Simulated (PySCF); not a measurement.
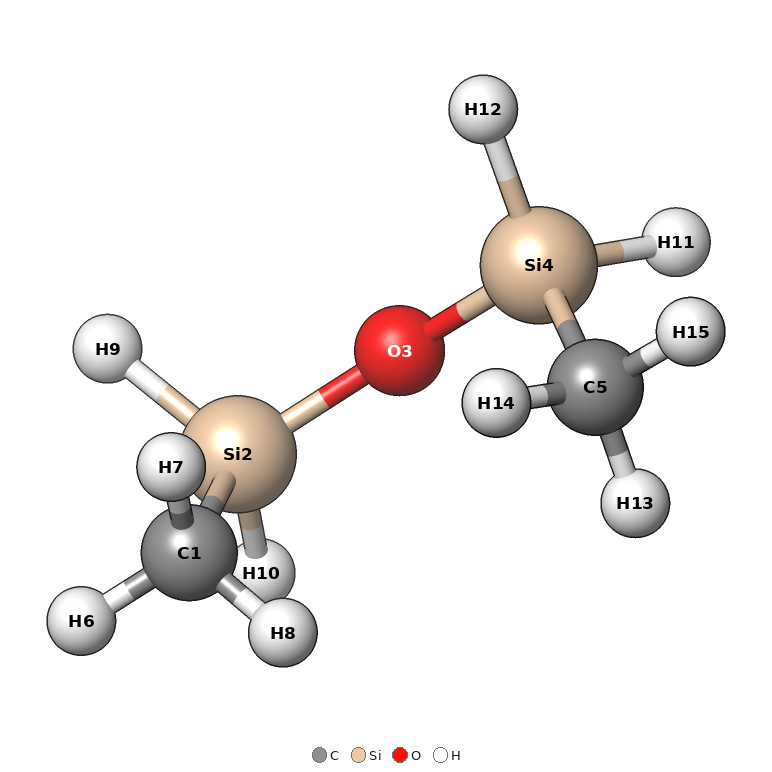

The computed structure is the end point of a PBE0-D3(BJ)/def2-SVP optimisation. No frequency run is at hand to confirm it as a minimum. Electric field gradients from the ground-state density, PBE0/def2-SVP (PySCF 2.14.0), non-relativistic apart from any core potentials.

Give the largest field-gradient component, the quadrupole coupling constant and the asymmetry for 17O at O3 (Q = −25.6 mb), 2H at H6 (Q = 2.86 mb), 2H at H7 (Q = 2.86 mb), 2H at H8 (Q = 2.86 mb), 2H at H9 (Q = 2.86 mb).

| atom | V_zz (a.u.) | e²qQ/h (MHz) | η |
| --- | --- | --- | --- |
| O3 | 1.086 | −6.53 | 0.11 |
| H6 | 0.304 | 0.204 | 0.01 |
| H7 | 0.305 | 0.205 | 0.02 |
| H8 | 0.305 | 0.205 | 0.02 |
| H9 | 0.143 | 0.096 | 0.02 |
